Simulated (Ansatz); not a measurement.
Band structure of MgS (Fm-3m, 2 atoms in the cell).

```xyz
2
Lattice="0.0000 2.5805 2.5805 2.5805 0.0000 2.5805 2.5805 2.5805 0.0000" Properties=species:S:1:pos:R:3 pbc="T T T"
Mg     0.0000     0.0000     0.0000
S      2.5805     2.5805     2.5805
```

Method: PBE (plane waves, PAW; Ansatz, a quantum-chemistry and plane-wave program).

Settings: basis.ecutwfc = 30.9 Ry; kpoints.mp_grid.grid = 9 9 9; hamiltonian.xc = pbe; hamiltonian.pseudopotentials = {kind: paw} (the program's default PAW files); scf.occupations.method = fermi_dirac; scf.occupations.width = 0.0007 Ry; kpoints.band_path.npoints = 8.

The starting cell has typed, rounded lattice constants, without a prior relaxation at this level. Its lattice was rescaled by a random factor within 2.5 % of one.

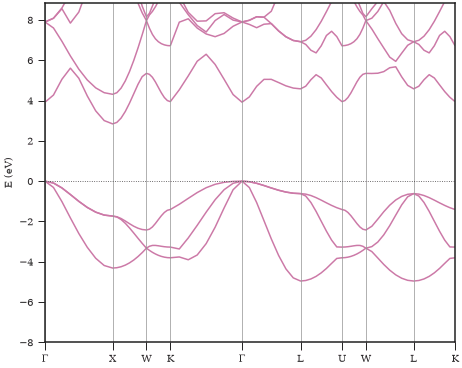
Figure. Bands along the path, energies from the top of the valence band on the path.

Read off roughly the gap and where its edges lie.

The gap along the path is about 2.8 eV (computed: 2.84 eV), from Γ to X; the smallest direct gap on it is 3.92 eV.

Levels in eV from the top of the valence band on the path, bands 5 to 11:
| point | 5 | 6 | 7 | 8 | 9 | 10 | 11 |
|---|---|---|---|---|---|---|---|
| Γ | -12.81 | 0.00 | 0.00 | 0.00 | 3.92 | 7.90 | 7.90 |
| X | -11.05 | -4.31 | -1.73 | -1.73 | 2.84 | 4.31 | 12.25 |
| W | -11.00 | -3.33 | -3.33 | -2.42 | 5.35 | 7.97 | 7.97 |
| K | -11.05 | -3.80 | -3.27 | -1.41 | 3.95 | 6.72 | 9.76 |
| L | -11.43 | -4.96 | -0.62 | -0.62 | 4.58 | 6.92 | 6.92 |
| U | -11.05 | -3.80 | -3.27 | -1.41 | 3.95 | 6.72 | 9.76 |

Keys are those of Ansatz 0.2.
